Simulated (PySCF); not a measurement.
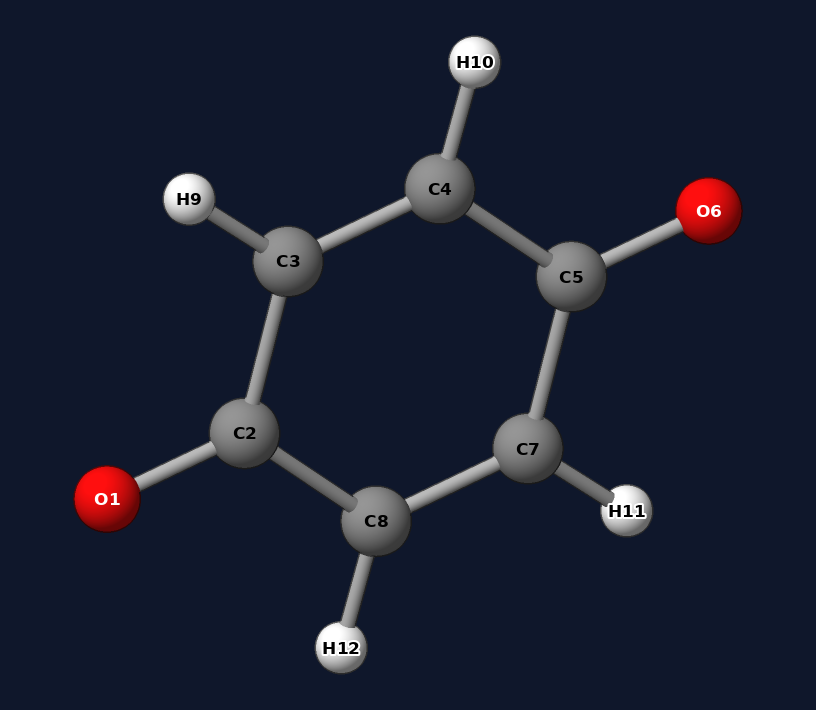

The questions are on Hirshfeld charges. The geometry was computed by an optimisation with PBE0-D3(BJ)/def2-SVP. No frequency run is at hand to confirm it as a minimum. Method: PBE0/6-31G, gas phase (PySCF 2.14.0).

List the Hirshfeld charges.

```json
{"atom": "O1", "value (e)": "−0.22"}
{"atom": "C2", "value (e)": "0.15"}
{"atom": "C3", "value (e)": "−0.03"}
{"atom": "C4", "value (e)": "−0.03"}
{"atom": "C5", "value (e)": "0.15"}
{"atom": "O6", "value (e)": "−0.22"}
{"atom": "C7", "value (e)": "−0.03"}
{"atom": "C8", "value (e)": "−0.03"}
{"atom": "H9", "value (e)": "0.07"}
{"atom": "H10", "value (e)": "0.07"}
{"atom": "H11", "value (e)": "0.07"}
{"atom": "H12", "value (e)": "0.07"}
```
